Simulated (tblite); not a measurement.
# Geometry relaxation, with input and output: C₅H₁₄OSi (part 1 of 2)

System: C₅H₁₄OSi, SMILES CCOCCC[SiH3].
Method: GFN2-xTB geometry optimisation, gas phase (tblite 0.8.0).

It belongs to a series of runs on one base structure; here: S replaced by O.

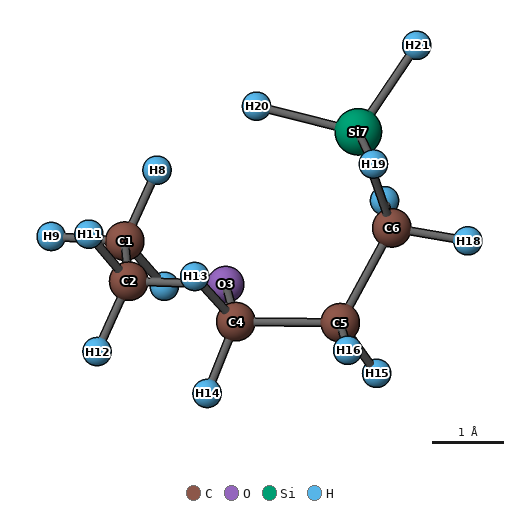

*The input geometry (ball-and-stick view, seen at a tilt; atoms are numbered from 1 in the order of the input).*

Bond lengths as drawn: C–C 1.51 to 1.53 Å, C–H 1.09 to 1.11 Å, C–O 1.42 to 1.43 Å, C–Si 1.87 Å and H–Si 1.48 to 1.49 Å.

## The input
```
{"job": {"kind": "relax", "xc": "GFN2-xTB", "basis": "xTB"}, "charge": 0, "multiplicity": 1}
C     -2.972400     0.629600     1.020500
C     -2.186500    -0.349000     0.183500
O     -0.981000     0.288800    -0.245400
C     -0.180200    -0.566900    -1.045800
C      1.085300     0.167100    -1.461500
C      1.901600     0.767700    -0.319000
Si     2.764300    -0.420000     0.831400
H     -2.390400     0.981500     1.885300
H     -3.902300     0.174300     1.384500
H     -3.234600     1.518600     0.434400
H     -1.927800    -1.229600     0.799700
H     -2.773800    -0.680400    -0.670500
H      0.067200    -1.471600    -0.453800
H     -0.733700    -0.882800    -1.931800
H      0.781100     1.009600    -2.116300
H      1.706300    -0.498900    -2.063300
H      1.274100     1.441800     0.279400
H      2.682100     1.398900    -0.758700
H      3.687900    -1.286600     0.066500
H      1.780400    -1.296600     1.522200
H      3.543500     0.321500     1.862500
```

The first line tells a small driver script what to run in tblite; the rest is the geometry in Å.

Hardware: 1 CPU thread, shared host.

Launch command:
```bash
OMP_NUM_THREADS=1 python <driver script> task.json out
```

## Output
```
step      E/eV     max force
  0    -642.91849    1.179
  1    -642.97407    0.458
  2    -642.98274    0.172
  3    -642.98707    0.134
  4    -642.98967    0.163
  5    -642.99170    0.136
  6    -642.99361    0.150
  7    -642.99526    0.117
  8    -642.99659    0.080
  9    -642.99777    0.086
 10    -642.99894    0.096
 11    -643.00004    0.089
 12    -643.00099    0.077
 13    -643.00188    0.076
 14    -643.00282    0.073
 15    -643.00379    0.084
 16    -643.00460    0.055
 17    -643.00515    0.065
 18    -643.00558    0.063
 19    -643.00597    0.055
 20    -643.00635    0.041
 21    -643.00671    0.040
 22    -643.00705    0.052
 23    -643.00740    0.051
 24    -643.00775    0.044
 25    -643.00805    0.040
 26    -643.00829    0.035
 27    -643.00848    0.042
 28    -643.00866    0.038
 29    -643.00886    0.034
 30    -643.00908    0.030
 31    -643.00927    0.030
 32    -643.00943    0.026
 33    -643.00958    0.026
 34    -643.00974    0.031
 35    -643.00992    0.031
 36    -643.01007    0.030
 37    -643.01018    0.021
 38    -643.01026    0.020
 39    -643.01034    0.021
 40    -643.01044    0.022
 41    -643.01053    0.021
 42    -643.01061    0.017
 43    -643.01069    0.021
 44    -643.01078    0.021
 45    -643.01089    0.024
 46    -643.01099    0.022
 47    -643.01110    0.027
 48    -643.01124    0.035
 49    -643.01140    0.032
 50    -643.01154    0.025
 51    -643.01164    0.022
 52    -643.01174    0.023
 53    -643.01187    0.033
 54    -643.01204    0.034
 55    -643.01220    0.027
 56    -643.01233    0.024
 57    -643.01244    0.023
 58    -643.01256    0.027
 59    -643.01269    0.030
 60    -643.01282    0.021
 61    -643.01293    0.025
 62    -643.01306    0.028
 63    -643.01318    0.027
 64    -643.01328    0.019
 65    -643.01336    0.021
 66    -643.01344    0.029
 67    -643.01357    0.033
 68    -643.01371    0.030
 69    -643.01383    0.026
 70    -643.01394    0.024
 71    -643.01406    0.026
 72    -643.01422    0.037
 73    -643.01436    0.037
 74    -643.01449    0.025
 75    -643.01457    0.027
 76    -643.01465    0.028
 77    -643.01476    0.032
 78    -643.01492    0.038
 79    -643.01507    0.029
 80    -643.01519    0.029
 81    -643.01531    0.029
 82    -643.01545    0.030
 83    -643.01560    0.030
 84    -643.01571    0.022
 85    -643.01580    0.029
 86    -643.01590    0.033
 87    -643.01600    0.034
 88    -643.01609    0.021
 89    -643.01615    0.014
 90    -643.01618    0.017
 91    -643.01624    0.018
 92    -643.01630    0.018
 93    -643.01636    0.016
 94    -643.01641    0.017
 95    -643.01646    0.017
 96    -643.01651    0.016
 97    -643.01655    0.013
 98    -643.01658    0.011
 99    -643.01661    0.013
100    -643.01664    0.015
101    -643.01669    0.016
102    -643.01673    0.016
103    -643.01676    0.012
104    -643.01679    0.010
105    -643.01682    0.010
106    -643.01685    0.013
107    -643.01687    0.012
108    -643.01688    0.009
```

## Trajectory as extended XYZ (Å, eV, eV/Å), 23 of the 109 frames kept, from step=0 to step=108
```
21
Properties=species:S:1:pos:R:3:forces:R:3 step=0 energy=-642.91849
C    -2.9724    0.6296    1.0205   -0.4130   0.6500   0.4220
C    -2.1865   -0.3490    0.1835    0.8060   0.2370   0.3720
O    -0.9810    0.2888   -0.2454   -0.4150  -0.5180  -0.2120
C    -0.1802   -0.5669   -1.0458    0.1400   0.0810   0.7850
C     1.0853    0.1671   -1.4615   -0.0650   0.7150  -0.4060
C     1.9016    0.7677   -0.3190   -0.1230   0.5430  -0.0780
Si    2.7643   -0.4200    0.8314    0.2690  -0.8390   0.7830
H    -2.3904    0.9815    1.8853   -0.1340  -0.2650  -0.3320
H    -3.9023    0.1743    1.3845    0.3070   0.0640  -0.1160
H    -3.2346    1.5186    0.4344    0.0780  -0.2610   0.0620
H    -1.9278   -1.2296    0.7997   -0.0110   0.0070  -0.1510
H    -2.7738   -0.6804   -0.6705   -0.0920  -0.0870  -0.3050
H     0.0672   -1.4716   -0.4538    0.0280   0.1280  -0.1550
H    -0.7337   -0.8828   -1.9318   -0.1480  -0.0710  -0.2130
H     0.7811    1.0096   -2.1163    0.0390  -0.3620   0.1790
H     1.7063   -0.4989   -2.0633   -0.0190  -0.0810   0.0650
H     1.2741    1.4418    0.2794   -0.0350  -0.1590  -0.2610
H     2.6821    1.3989   -0.7587   -0.1260   0.0400  -0.0810
H     3.6879   -1.2866    0.0665   -0.1250   0.1320   0.0990
H     1.7804   -1.2966    1.5222    0.2780   0.2180  -0.1320
H     3.5435    0.3215    1.8625   -0.2390  -0.1730  -0.3260
21
Properties=species:S:1:pos:R:3:forces:R:3 step=5 energy=-642.99170
C    -2.9774    0.6458    1.0265    0.0120  -0.0060   0.0010
C    -2.1756   -0.3415    0.1940    0.0620  -0.0020  -0.0260
O    -0.9931    0.2818   -0.2519    0.0340   0.0190   0.0280
C    -0.1755   -0.5609   -1.0297    0.0150   0.0220   0.0450
C     1.0849    0.1875   -1.4625   -0.0230   0.0080  -0.0290
C     1.9085    0.7766   -0.3151   -0.0700   0.0550  -0.0710
Si    2.7671   -0.4512    0.8511   -0.0840   0.0370  -0.1010
H    -2.3905    0.9714    1.8805    0.0110   0.0110  -0.0030
H    -3.8900    0.1738    1.3802   -0.0030   0.0000  -0.0030
H    -3.2338    1.5161    0.4288    0.0180  -0.0060  -0.0010
H    -1.9259   -1.2327    0.7937    0.0110   0.0080   0.0050
H    -2.7672   -0.6793   -0.6719   -0.0230  -0.0090  -0.0300
H     0.0807   -1.4677   -0.4576    0.0620   0.0460   0.0270
H    -0.7308   -0.8853   -1.9279    0.0290  -0.0140   0.0130
H     0.7726    1.0034   -2.1216   -0.0020  -0.0140   0.0270
H     1.6978   -0.4991   -2.0515   -0.0060  -0.0140   0.0150
H     1.2606    1.4374    0.2624   -0.0180  -0.0140  -0.0100
H     2.6772    1.4111   -0.7655   -0.0200   0.0190   0.0370
H     3.6839   -1.2842    0.0718    0.0280  -0.0650  -0.0190
H     1.7893   -1.2958    1.5269   -0.0350  -0.0810   0.0790
H     3.5282    0.3097    1.8431    0.0030   0.0000   0.0160
21
Properties=species:S:1:pos:R:3:forces:R:3 step=10 energy=-642.99894
C    -2.9723    0.6455    1.0248    0.0100  -0.0180  -0.0160
C    -2.1683   -0.3397    0.1915   -0.0300  -0.0200   0.0070
O    -0.9861    0.2866   -0.2456    0.0050   0.0080  -0.0080
C    -0.1682   -0.5548   -1.0205    0.0150  -0.0230  -0.0280
C     1.0814    0.1936   -1.4691    0.0290  -0.0010   0.0100
C     1.8973    0.7863   -0.3238    0.0310  -0.0420   0.0800
Si    2.7464   -0.4595    0.8372    0.0190   0.0090   0.0080
H    -2.3862    0.9719    1.8785    0.0150   0.0110   0.0110
H    -3.8850    0.1733    1.3767   -0.0110  -0.0040   0.0040
H    -3.2274    1.5145    0.4259    0.0050   0.0210  -0.0070
H    -1.9197   -1.2310    0.7915    0.0090  -0.0020  -0.0040
H    -2.7628   -0.6779   -0.6757    0.0490   0.0220   0.0150
H     0.1076   -1.4522   -0.4447    0.0130   0.0060   0.0510
H    -0.7201   -0.8910   -1.9156   -0.0270  -0.0360   0.0280
H     0.7640    1.0044   -2.1271   -0.0030   0.0210  -0.0670
H     1.6930   -0.5033   -2.0456    0.0140   0.0260  -0.0540
H     1.2424    1.4374    0.2552   -0.0160   0.0070   0.0110
H     2.6692    1.4267   -0.7596   -0.0260   0.0010   0.0190
H     3.6807   -1.2987    0.0721   -0.0890   0.0130   0.0070
H     1.7900   -1.3144    1.5466    0.0190   0.0150  -0.0410
H     3.5151    0.2992    1.8312   -0.0310  -0.0150  -0.0260
21
Properties=species:S:1:pos:R:3:forces:R:3 step=15 energy=-643.00379
C    -2.9672    0.6451    1.0231    0.0060   0.0250   0.0110
C    -2.1607   -0.3395    0.1919    0.0290   0.0310   0.0000
O    -0.9782    0.2897   -0.2446   -0.0010  -0.0070  -0.0040
C    -0.1582   -0.5558   -1.0155   -0.0120   0.0050   0.0260
C     1.0836    0.1992   -1.4770   -0.0340  -0.0060  -0.0260
C     1.8873    0.7885   -0.3196   -0.0330   0.0330  -0.0700
Si    2.7320   -0.4623    0.8313   -0.0080  -0.0220   0.0430
H    -2.3802    0.9744    1.8767   -0.0160  -0.0150  -0.0090
H    -3.8822    0.1737    1.3745    0.0360   0.0180  -0.0110
H    -3.2193    1.5162    0.4235    0.0030  -0.0220   0.0070
H    -1.9117   -1.2320    0.7901    0.0040   0.0100  -0.0050
H    -2.7473   -0.6728   -0.6796   -0.0130  -0.0200  -0.0090
H     0.1325   -1.4360   -0.4186    0.0000   0.0010  -0.0250
H    -0.7207   -0.9121   -1.8959    0.0210  -0.0400   0.0200
H     0.7627    1.0053   -2.1443    0.0050  -0.0100   0.0520
H     1.6963   -0.4931   -2.0599    0.0210   0.0230   0.0180
H     1.2246    1.4355    0.2563   -0.0200  -0.0300   0.0110
H     2.6561    1.4378   -0.7441    0.0310   0.0170   0.0020
H     3.6491   -1.3113    0.0674   -0.0040  -0.0240  -0.0600
H     1.7926   -1.3256    1.5473   -0.0470   0.0010  -0.0100
H     3.5002    0.2919    1.8210    0.0320   0.0340   0.0380
21
Properties=species:S:1:pos:R:3:forces:R:3 step=20 energy=-643.00635
C    -2.9611    0.6475    1.0217   -0.0020  -0.0010  -0.0030
C    -2.1546   -0.3360    0.1906    0.0020  -0.0140  -0.0070
O    -0.9733    0.2919   -0.2462    0.0080  -0.0020  -0.0260
C    -0.1531   -0.5578   -1.0109    0.0260  -0.0150  -0.0110
C     1.0823    0.2012   -1.4820    0.0270   0.0080   0.0290
C     1.8817    0.7916   -0.3218    0.0150  -0.0130   0.0340
Si    2.7248   -0.4645    0.8332   -0.0070   0.0200  -0.0350
H    -2.3780    0.9742    1.8774    0.0180   0.0100   0.0070
H    -3.8748    0.1762    1.3715   -0.0180  -0.0140   0.0030
H    -3.2147    1.5162    0.4219    0.0050   0.0250  -0.0070
H    -1.9055   -1.2284    0.7882    0.0100  -0.0020   0.0140
H    -2.7406   -0.6735   -0.6809   -0.0110   0.0030   0.0050
H     0.1466   -1.4296   -0.4080    0.0110  -0.0140   0.0150
H    -0.7170   -0.9347   -1.8811    0.0090   0.0030  -0.0170
H     0.7582    1.0082   -2.1445   -0.0190   0.0010   0.0200
H     1.7037   -0.4833   -2.0643   -0.0110  -0.0020   0.0060
H     1.2099    1.4265    0.2578    0.0110  -0.0040  -0.0110
H     2.6529    1.4472   -0.7357   -0.0310  -0.0070   0.0060
H     3.6254   -1.3205    0.0511   -0.0180   0.0170  -0.0010
H     1.7800   -1.3291    1.5440   -0.0180   0.0290  -0.0030
H     3.4980    0.2937    1.8220   -0.0060  -0.0280  -0.0180
21
Properties=species:S:1:pos:R:3:forces:R:3 step=25 energy=-643.00805
C    -2.9561    0.6500    1.0200    0.0120  -0.0010  -0.0060
C    -2.1496   -0.3353    0.1884   -0.0120  -0.0010   0.0110
O    -0.9692    0.2897   -0.2557   -0.0220  -0.0050   0.0080
C    -0.1436   -0.5655   -1.0089   -0.0260  -0.0030   0.0090
C     1.0854    0.2020   -1.4793   -0.0230  -0.0110  -0.0070
C     1.8787    0.7930   -0.3180   -0.0140   0.0190  -0.0040
Si    2.7174   -0.4650    0.8291    0.0020  -0.0160   0.0130
H    -2.3726    0.9765    1.8767   -0.0030  -0.0050  -0.0110
H    -3.8707    0.1762    1.3683    0.0210   0.0200  -0.0090
H    -3.2081    1.5212    0.4212    0.0050  -0.0120   0.0060
H    -1.8971   -1.2239    0.7907   -0.0050  -0.0010  -0.0060
H    -2.7409   -0.6746   -0.6792    0.0080  -0.0080   0.0140
H     0.1603   -1.4300   -0.3970   -0.0080  -0.0030  -0.0010
H    -0.7054   -0.9507   -1.8770    0.0280  -0.0090  -0.0150
H     0.7482    1.0106   -2.1327    0.0070  -0.0050  -0.0170
H     1.7081   -0.4771   -2.0653    0.0090   0.0120  -0.0160
H     1.2005    1.4206    0.2592   -0.0100   0.0300   0.0250
H     2.6441    1.4549   -0.7285    0.0130   0.0180  -0.0050
H     3.6031   -1.3224    0.0351    0.0090  -0.0120  -0.0010
H     1.7622   -1.3177    1.5396   -0.0080   0.0110   0.0100
H     3.4967    0.2846    1.8172    0.0160  -0.0180   0.0010
21
Properties=species:S:1:pos:R:3:forces:R:3 step=29 energy=-643.00886
C    -2.9522    0.6513    1.0185   -0.0040   0.0030   0.0070
C    -2.1492   -0.3365    0.1892    0.0050  -0.0100  -0.0100
O    -0.9712    0.2873   -0.2600    0.0130  -0.0060  -0.0090
C    -0.1427   -0.5698   -1.0075    0.0230   0.0080  -0.0180
C     1.0839    0.2019   -1.4777    0.0170   0.0300   0.0000
C     1.8750    0.7974   -0.3158    0.0070   0.0020   0.0070
Si    2.7140   -0.4664    0.8274   -0.0030   0.0120  -0.0060
H    -2.3693    0.9770    1.8749    0.0150   0.0040   0.0110
H    -3.8666    0.1796    1.3660   -0.0200   0.0020   0.0140
H    -3.2040    1.5224    0.4208    0.0090   0.0040  -0.0170
H    -1.8946   -1.2235    0.7921   -0.0060  -0.0100   0.0100
H    -2.7412   -0.6777   -0.6758   -0.0190  -0.0220  -0.0090
H     0.1632   -1.4316   -0.3924   -0.0180   0.0060  -0.0040
H    -0.6946   -0.9591   -1.8797   -0.0130  -0.0100   0.0050
H     0.7448    1.0097   -2.1306   -0.0120   0.0050  -0.0170
H     1.7105   -0.4710   -2.0679   -0.0030   0.0080   0.0200
H     1.1964    1.4244    0.2642    0.0100  -0.0020  -0.0110
H     2.6406    1.4609   -0.7259   -0.0140  -0.0020   0.0040
H     3.5954   -1.3252    0.0286   -0.0090  -0.0080   0.0100
H     1.7519   -1.3090    1.5403    0.0000  -0.0010   0.0080
H     3.5008    0.2749    1.8152    0.0200  -0.0110   0.0040
21
Properties=species:S:1:pos:R:3:forces:R:3 step=34 energy=-643.00974
C    -2.9477    0.6525    1.0177    0.0060  -0.0120  -0.0120
C    -2.1485   -0.3409    0.1881   -0.0190  -0.0070   0.0070
O    -0.9727    0.2830   -0.2680   -0.0290   0.0090   0.0040
C    -0.1380   -0.5726   -1.0097   -0.0270  -0.0010   0.0060
C     1.0839    0.2081   -1.4772   -0.0070  -0.0160   0.0020
C     1.8715    0.8037   -0.3132    0.0060  -0.0010   0.0050
Si    2.7089   -0.4659    0.8258    0.0060   0.0060   0.0030
H    -2.3617    0.9779    1.8732   -0.0020  -0.0060  -0.0160
H    -3.8652    0.1864    1.3673    0.0120   0.0120   0.0010
H    -3.1947    1.5231    0.4162    0.0080  -0.0080   0.0020
H    -1.8932   -1.2252    0.7958    0.0060   0.0060  -0.0070
H    -2.7455   -0.6878   -0.6727    0.0060  -0.0010   0.0150
H     0.1646   -1.4306   -0.3884    0.0270  -0.0010  -0.0050
H    -0.6854   -0.9716   -1.8806   -0.0100   0.0120  -0.0090
H     0.7379    1.0112   -2.1329    0.0050   0.0130   0.0090
H     1.7150   -0.4610   -2.0652    0.0170  -0.0080  -0.0070
H     1.1928    1.4286    0.2677   -0.0100   0.0010   0.0010
H     2.6347    1.4699   -0.7212    0.0140   0.0050  -0.0030
H     3.5810   -1.3322    0.0242   -0.0200  -0.0050   0.0070
H     1.7412   -1.2987    1.5436    0.0070   0.0020   0.0040
H     3.5121    0.2591    1.8133    0.0060   0.0000  -0.0070
21
Properties=species:S:1:pos:R:3:forces:R:3 step=39 energy=-643.01034
C    -2.9446    0.6517    1.0155   -0.0030   0.0070   0.0060
C    -2.1513   -0.3464    0.1885    0.0140   0.0020  -0.0030
O    -0.9796    0.2807   -0.2741    0.0160  -0.0090  -0.0040
C    -0.1389   -0.5736   -1.0113    0.0150   0.0040  -0.0050
C     1.0834    0.2106   -1.4762   -0.0020   0.0060  -0.0010
C     1.8699    0.8081   -0.3109   -0.0120  -0.0020  -0.0060
Si    2.7063   -0.4635    0.8263   -0.0040  -0.0100   0.0100
H    -2.3552    0.9768    1.8682    0.0070   0.0000   0.0000
H    -3.8639    0.1940    1.3698   -0.0070  -0.0020  -0.0010
H    -3.1857    1.5218    0.4115   -0.0040  -0.0010  -0.0050
H    -1.8904   -1.2269    0.7982    0.0040  -0.0070   0.0040
H    -2.7501   -0.6975   -0.6681   -0.0100  -0.0100  -0.0040
H     0.1709   -1.4286   -0.3887   -0.0110   0.0090  -0.0060
H    -0.6832   -0.9757   -1.8833    0.0080   0.0100   0.0050
H     0.7359    1.0148   -2.1305    0.0150  -0.0020   0.0090
H     1.7203   -0.4553   -2.0632   -0.0210   0.0040   0.0010
H     1.1888    1.4313    0.2695    0.0000   0.0010   0.0000
H     2.6330    1.4757   -0.7185   -0.0060  -0.0090   0.0040
H     3.5653   -1.3398    0.0231   -0.0050  -0.0110  -0.0100
H     1.7366   -1.2905    1.5478    0.0010   0.0050   0.0110
H     3.5236    0.2492    1.8103    0.0040   0.0160  -0.0050
21
Properties=species:S:1:pos:R:3:forces:R:3 step=44 energy=-643.01078
C    -2.9418    0.6512    1.0139    0.0040  -0.0070  -0.0050
C    -2.1506   -0.3510    0.1883   -0.0080  -0.0030   0.0060
O    -0.9816    0.2783   -0.2780   -0.0110   0.0130   0.0060
C    -0.1372   -0.5725   -1.0133   -0.0130   0.0000   0.0000
C     1.0830    0.2141   -1.4751    0.0050   0.0030   0.0010
C     1.8666    0.8093   -0.3077    0.0130  -0.0060   0.0100
Si    2.7036   -0.4644    0.8284   -0.0020   0.0060  -0.0120
H    -2.3481    0.9763    1.8637   -0.0070   0.0060   0.0030
H    -3.8634    0.1996    1.3705    0.0090  -0.0070  -0.0010
H    -3.1802    1.5198    0.4064    0.0000  -0.0010   0.0010
H    -1.8858   -1.2293    0.8003   -0.0010   0.0050   0.0010
H    -2.7540   -0.7074   -0.6640    0.0200   0.0060   0.0020
H     0.1744   -1.4254   -0.3900   -0.0050  -0.0150   0.0020
H    -0.6788   -0.9755   -1.8853   -0.0030  -0.0070  -0.0180
H     0.7390    1.0202   -2.1273   -0.0120   0.0120  -0.0100
H     1.7180   -0.4512   -2.0635    0.0120  -0.0040  -0.0050
H     1.1843    1.4331    0.2710    0.0060  -0.0100   0.0030
H     2.6297    1.4769   -0.7145    0.0070   0.0000   0.0080
H     3.5483   -1.3502    0.0187   -0.0090   0.0030   0.0040
H     1.7332   -1.2832    1.5576   -0.0020   0.0030   0.0180
H     3.5325    0.2484    1.8038   -0.0040   0.0020  -0.0150
21
Properties=species:S:1:pos:R:3:forces:R:3 step=49 energy=-643.01140
C    -2.9379    0.6495    1.0116   -0.0070   0.0070   0.0060
C    -2.1496   -0.3570    0.1902    0.0170   0.0100  -0.0070
O    -0.9863    0.2771   -0.2836    0.0210  -0.0160  -0.0120
C    -0.1383   -0.5711   -1.0180    0.0130  -0.0040  -0.0110
C     1.0827    0.2197   -1.4748   -0.0070  -0.0100  -0.0050
C     1.8649    0.8089   -0.3034   -0.0140   0.0100  -0.0170
Si    2.6980   -0.4662    0.8302   -0.0050  -0.0150   0.0150
H    -2.3421    0.9785    1.8586   -0.0080   0.0010   0.0040
H    -3.8597    0.2023    1.3720   -0.0050  -0.0090   0.0030
H    -3.1732    1.5158    0.3995   -0.0100  -0.0030   0.0010
H    -1.8797   -1.2310    0.8057    0.0070   0.0070   0.0040
H    -2.7518   -0.7197   -0.6591   -0.0090  -0.0010  -0.0060
H     0.1721   -1.4258   -0.3943   -0.0030   0.0180  -0.0180
H    -0.6731   -0.9751   -1.8951   -0.0090   0.0130   0.0170
H     0.7396    1.0302   -2.1242   -0.0030  -0.0290   0.0140
H     1.7182   -0.4448   -2.0648    0.0040   0.0180  -0.0010
H     1.1825    1.4307    0.2763   -0.0070   0.0040   0.0090
H     2.6298    1.4776   -0.7046    0.0080   0.0040  -0.0040
H     3.5208   -1.3647    0.0137    0.0040  -0.0130   0.0040
H     1.7292   -1.2682    1.5815    0.0050   0.0100   0.0060
H     3.5448    0.2503    1.7865    0.0080  -0.0040  -0.0030
```
